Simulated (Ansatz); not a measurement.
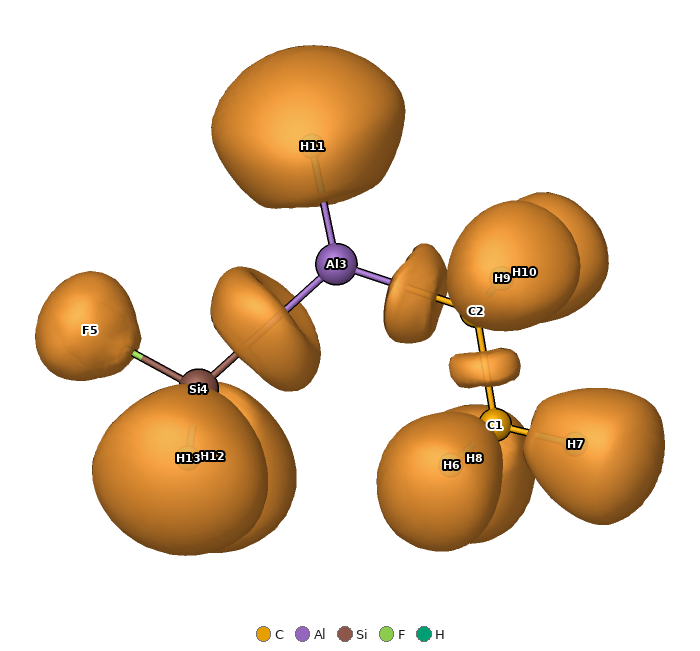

Figure. C₂H₈AlFSi. Isosurface of the electron localisation function at 0.8 (orange), seen across its widest extent. Core shells and regions of very low density are left out.

All numbers below come from Ansatz 0.2.0, RKS PBE0/def2-SVP.

```xyz
13

C    -1.6586   -0.5751   -0.4916
C    -0.8853   -1.0007    0.7565
Al    0.8402   -0.1196    1.1001
Si    1.6278    1.6721   -0.4081
F     3.0724    2.2450    0.1187
H    -1.8897    0.5034   -0.4850
H    -2.6199   -1.1065   -0.5924
H    -1.0877   -0.7707   -1.4147
H    -1.5000   -0.8458    1.6655
H    -0.7009   -2.0925    0.7489
H     1.7257   -0.5532    2.3546
H     1.8232    1.2115   -1.8229
H     0.6878    2.8403   -0.4807
```

**Describe the localisation domains.**

At this value the surface marks out one region between bonded Al–C atoms (shared pairs), one region between bonded Al–Si atoms (shared pairs), one region between bonded C–C atoms (shared pairs), eight regions around hydrogen nuclei and one region wrapped around F (its valence shell). Along the contacts the grid gives the following. C–C (1.53 Å): the ELF peaks at about 0.95 between the atoms, as expected for localised, covalent bonding. Si–F (1.64 Å): the ELF peaks at about 0.85 in the valence shell of F, 0.6 Å from its nucleus, and is about 0.45 at the midpoint.
